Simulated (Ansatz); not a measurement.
# Ge2H6 (digermane) at B3LYP/6-31G(d) (spherical functions)

Aim: the vertical singlet–triplet gap of Ge2H6 (digermane) at B3LYP/6-31G* (spherical functions), from 2 runs. 

The calculation is run with Ansatz 0.2.0.

39 further runs of the same task are left out: 39 set aside as unsound or not needed.

## 1. The molecule

Ge2H6: 8 atoms, total charge 0, spin state singlet. As SMILES, `[GeH3][GeH3]`. The coordinates come from a PBE0-D4/def2-TZVP relaxation.

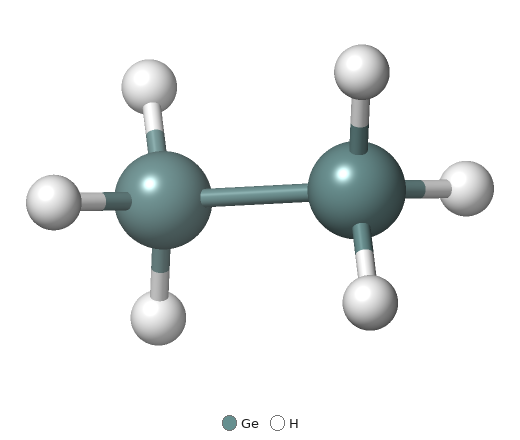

The structure, seen from a chosen angle (germanium teal, hydrogen white).

## 2. A single-point energy at B3LYP/6-31G(d) (spherical functions)

input.yaml

```yaml
crystal:
  periodic: [false, false, false]
  atoms:
    - symbol: Ge
      position_ang: [-0.569150, 0.281910, -1.029950]
    - symbol: Ge
      position_ang: [0.569150, -0.281910, 1.029950]
    - symbol: H
      position_ang: [-0.360530, -0.825230, -2.075830]
    - symbol: H
      position_ang: [-2.077470, 0.442320, -0.780090]
    - symbol: H
      position_ang: [-0.023210, 1.601970, -1.597890]
    - symbol: H
      position_ang: [0.367430, 0.829100, 2.073090]
    - symbol: H
      position_ang: [2.076310, -0.450460, 0.778490]
    - symbol: H
      position_ang: [0.017470, -1.597700, 1.602230]
basis:
  gaussian: {orbitals: 6-31G_st_-spherical.json}
hamiltonian: {xc: {name: B3LYP}}
accuracy: high
output: {orbitals: {seedname: orbitals}}
```

The basis set 6-31G* is read from a file made from the Basis Set Exchange's data (not shown).

On the command line:

```
ansatz run input.yaml --threads 1 --pin off --max-ram 3480MiB --events-out events.jsonl --progress --plain --runs-dir runs
```

What it wrote:

```text
Warning: RAYON_NUM_THREADS=1 ignored (pool sized by the plan → 1); use --threads N
Functional definition: B3LYP
  name "B3LYP"
  parameter a0 = 0.2
  parameter ax = 0.72
  parameter ac = 0.81
  exchange = (1 - a0 - ax)*slater_x + ax*b88_x + a0*exact_x
  correlation = (1 - ac)*vwn_rpa_c + ac*lyp_c
1611 factors; integrals over basis functions are off by at most 8.5e-9 eV
mean field evaluation 1: about -113120.5820 eV, gradient 1.8e1 eV
mean field evaluation 2: about -113120.8550 eV, gradient 1.6e1 eV
mean field evaluation 4: about -113121.0164 eV, gradient 3.4e-1 eV
mean field evaluation 8: about -113121.1014 eV, gradient 1.1e-2 eV
mean field evaluation 16: about -113121.1014 eV, gradient 2.8e-7 eV
mean field -113121.10139779 eV, -4157.1238001322 hartree, gradient 1.6e-8 eV, S^2 0.000000; 0 other end points of the search recorded, 0 dependent functions left out
reference -113121.10144371 eV, -4157.1238018200 hartree; 35, 35 occupied and 41, 41 virtual orbitals, 1611 factors
Total energy: -113121.10144371 eV, -4157.1238018200 hartree
```

Wall time 4.2 s (1 thread of Intel Xeon 6975P-C (Granite Rapids), shared host); peak memory 0.28 GiB.

## 3. The triplet

molecule.yaml

```yaml
crystal:
  periodic: [false, false, false]
  atoms:
    - {symbol: Ge, position_ang: [-0.569150, 0.281910, -1.029950]}
    - {symbol: Ge, position_ang: [0.569150, -0.281910, 1.029950]}
    - {symbol: H, position_ang: [-0.360530, -0.825230, -2.075830]}
    - {symbol: H, position_ang: [-2.077470, 0.442320, -0.780090]}
    - {symbol: H, position_ang: [-0.023210, 1.601970, -1.597890]}
    - {symbol: H, position_ang: [0.367430, 0.829100, 2.073090]}
    - {symbol: H, position_ang: [2.076310, -0.450460, 0.778490]}
    - {symbol: H, position_ang: [0.017470, -1.597700, 1.602230]}
basis:
  gaussian:
    orbitals: 6-31G_st_-spherical.json
magnetization:
  spin_polarized: true
  initial_magnetization: 2
hamiltonian:
  xc: {name: B3LYP}
accuracy: high
output: {orbitals: {seedname: orbitals}}
```

The basis set 6-31G* is read from a file made from the Basis Set Exchange's data (not shown).

On the command line:

```
ansatz run molecule.yaml --threads 1 --pin off --max-ram 3480MiB --events-out events.jsonl --progress --plain --runs-dir runs
```

What it wrote, cut to the lines that bear on the results:

```text
Warning: RAYON_NUM_THREADS=1 ignored (pool sized by the plan → 1); use --threads N
[... 7 set-up lines as earlier in the session ...]
1611 factors; integrals over basis functions are off by at most 8.5e-9 eV
mean field evaluation 1: about -113114.0512 eV, gradient 1.3e1 eV
mean field evaluation 2: about -113114.3535 eV, gradient 1.1e1 eV
mean field evaluation 4: about -113114.5641 eV, gradient 2.7e-1 eV
mean field evaluation 8: about -113114.6635 eV, gradient 4.9e-2 eV
mean field evaluation 16: about -113114.6636 eV, gradient 5.5e-5 eV
mean field -113114.66355366 eV, -4156.8872137242 hartree, gradient 7.0e-8 eV, S^2 2.001690; 2 other end points of the search recorded, 0 dependent functions left out
reference -113114.66359926 eV, -4156.8872153999 hartree; 36, 34 occupied and 40, 42 virtual orbitals, 1611 factors
Total energy: -113114.66359926 eV, -4156.8872153999 hartree
```

Run time: 8.1 s. Hardware: 1 thread of Intel Xeon 6975P-C (Granite Rapids), shared host; peak memory 0.42 GiB.

## 4. Summary of results

Level: B3LYP/6-31G* (spherical functions).

```
                                        quantity           value
                           singlet: total energy  -4157.12380 Eh
                            singlet: HOMO energy        -7.86 eV
                            singlet: LUMO energy         0.16 eV
                          singlet: HOMO–LUMO gap         8.02 eV
                           triplet: total energy  -4156.88722 Eh
     triplet: HOMO energy (highest over α and β)        -1.86 eV
                                   triplet: ⟨S²⟩           2.002
vertical energy of the triplet above the singlet        6.438 eV
```

At this shape the triplet lies 6.44 eV (148 kcal/mol) above the singlet.
